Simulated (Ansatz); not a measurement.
# GaH6NO2Si: one species, many methods

Aim: compute GaH6NO2Si with functionals from several rungs and with coupled cluster, and see how far each lands from CCSD(T) at the basis-set limit for the atomisation energy.

Computed with Ansatz 0.2.0, Gaussian basis. Level: functionals in def2-TZVPP, the program's frozen cores in correlated methods.

The runs, in order: PBE-D4, r2SCAN-D4, PBE0-D4, B3LYP-D4, ωB97X-V, ωB97M-V, B2PLYP; CCSD(T)/def2-TZVPP; MP2/def2-QZVPP; extrapolation to the limit.

## 1. The relaxed structure

The geometry comes from an earlier relaxation with PBE0-D4 in a triple-zeta def2 set; it is a stationary point, not always the lowest conformer.

SMILES `[NH2][GaH][O][SiH2]O`, 11 atoms, charge 0, spin multiplicity 1.

Atoms are counted from 1 here; the program's logs count them from 0.

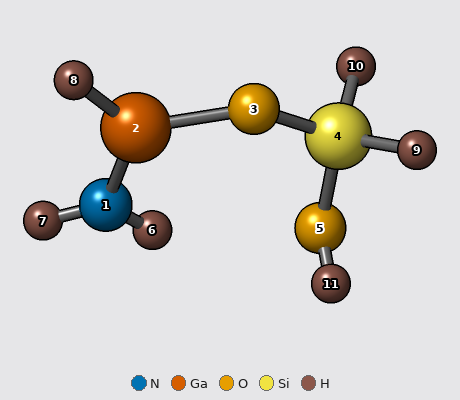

The geometry (nitrogen blue, gallium orange, oxygen amber, silicon yellow, hydrogen brown); atoms are numbered from 1 in the order of the file.

## 2. PBE-D4 (GGA)

File in.yaml:

```yaml
crystal:
  periodic: [false, false, false]
  atoms:
    - {symbol: N, position_ang: [-0.672260, 1.419995, -1.229889]}
    - {symbol: Ga, position_ang: [1.054799, 0.965154, -0.980896]}
    - {symbol: O, position_ang: [1.280819, -0.374469, 0.192268]}
    - {symbol: Si, position_ang: [0.266143, -1.393076, 0.935481]}
    - {symbol: O, position_ang: [-1.251421, -0.758112, 1.119164]}
    - {symbol: H, position_ang: [-1.411900, 0.901306, -0.784061]}
    - {symbol: H, position_ang: [-1.003000, 2.099926, -1.891133]}
    - {symbol: H, position_ang: [2.308222, 1.607470, -1.614346]}
    - {symbol: H, position_ang: [0.824507, -1.719248, 2.274564]}
    - {symbol: H, position_ang: [0.061100, -2.613715, 0.119942]}
    - {symbol: H, position_ang: [-1.391508, -0.192130, 1.879408]}
basis:
  gaussian: {orbitals: def2-TZVPP}
hamiltonian: {xc: pbe, dispersion: d4}
output: {forces: true, orbitals: {seedname: orbitals}}
```

Started as:

```
$ ansatz run in.yaml --threads 4 --pin off --events-out ev --progress --plain --max-ram 10444MiB
```

Further steps of the session: r2SCAN-D4 (meta-GGA); PBE0-D4 (hybrid); B3LYP-D4 (hybrid); ωB97X-V (range-separated); ωB97M-V (range-separated); B2PLYP (double hybrid); CCSD(T) in def2-TZVPP; MP2 in def2-QZVPP.

Before running them: what should the planned runs give, taken together? Wanted: atomisation energy, CCSD(T)/CBS; farthest; mean size of error, hybrid; mean size of error, range-separated; gap, smallest and largest; T1 diagnostic; triples share of the correlation energy.

As calculated:

| quantity | value |
| --- | --- |
| atomisation energy, CCSD(T)/CBS | 914.7 kcal/mol |
| functionals within 9.1 kcal/mol (1.0 %) | PBE-D4, r2SCAN-D4, ωB97X-V, ωB97M-V |
| farthest | PBE0-D4 (-21.7 kcal/mol) |
| mean size of error, hybrid | 16.9 kcal/mol |
| mean size of error, range-separated | 4.2 kcal/mol |
| gap, smallest and largest | 4.94 eV (PBE-D4), 11.49 eV (ωB97X-V) |
| T1 diagnostic | 0.0135 |
| triples share of the correlation energy | 3.6 % |

In words: PBE-D4 is off by -3.5 kcal/mol. Double hybrids carry the basis error of their MP2 part in triple zeta, and no dispersion term here, so their miss is partly the set-up's. The reference freezes the cores and leaves out relativity and excitations past (T), and its outer-core shells are covered unevenly, so misses under about 9.1 kcal/mol can't be ranked. Hartree-Fock recovers 69 % of the binding; the rest is correlation. Orbital gaps span 4.9 to 11.5 eV; exact exchange widens them. Correlated methods include outer-core shells of Ga, which these sets cover unevenly.
